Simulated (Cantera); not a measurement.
A closed system holds: 1 mol SiHCl₃, 0.11 mol HCl, 20 mol H₂, 0.012 mol C₂H₄, held at 0.100 bar.

Equilibrium computed with Cantera from the NASA thermochemical tables; the gas is ideal and each condensed phase is pure. Candidate condensed phases: C, C₆H₆, C₇H₈, C₈H₁₈, Si, SiC; 109 gas species. Mutual solubility and eutectic melting of coexisting phases are not modelled. The tables' values for SiCl₃, SiCl are old estimates; treat these amounts as uncertain. Gases not in the tables: Si₂H₆ and higher silanes. The numbers say what is thermodynamically allowed, not how fast it happens.

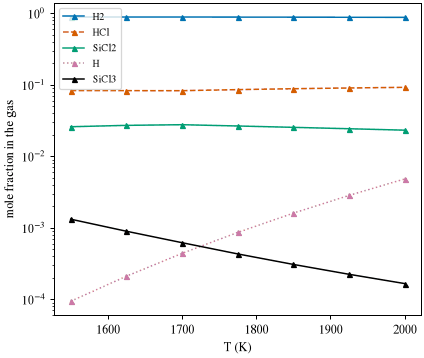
Figure: Equilibrium gas composition (values under 1e-9 drawn at 1e-9)

### Question
Read off the mole fractions at 1625 K.

### Answer
H₂ about 0.89, HCl about 0.083, SiCl₂ about 0.027, SiCl₃ about 0.00090, H about 0.00021.
